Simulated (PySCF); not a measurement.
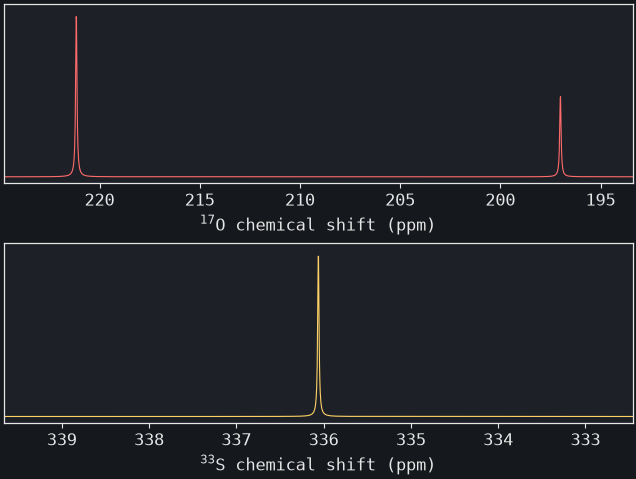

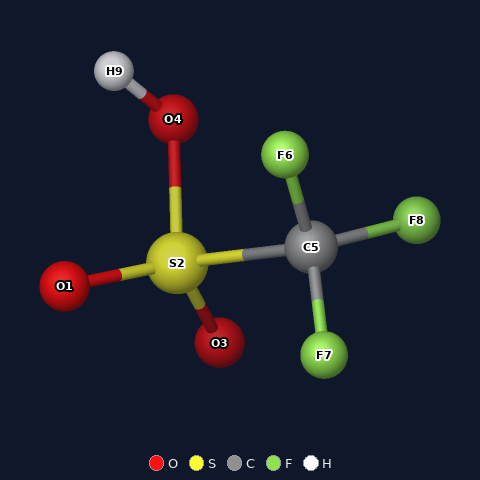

Spectrum and numbered structure of CHF₃O₃S (CF3SO3H), SMILES O=S(=O)(O)C(F)(F)F. GIAO shifts, PBE0/pcSseg-2 with PySCF, at a PBE0-D3(BJ)/def2-SVP geometry (no frequency check), against H₂O for ¹⁷O and CS₂ for ³³S computed at the same level (¹⁷O: a single water molecule, while the usual scale starts at liquid water and gives values some tens of ppm lower). Gas phase, fully decoupled, line heights follow the number of nuclei, widths are arbitrary (no quadrupolar broadening); values of one conformer, averaged over nuclei that symmetry or rotation about single bonds exchange, these motions taken as fast.

### Which atoms give which ¹⁷O line?

```tsv
δ (ppm)	nuclei	atoms
221.2	2	O1, O3
197.0	1	O4
```

### Where does the ³³S line lie?

At 336.1 ppm (S2).
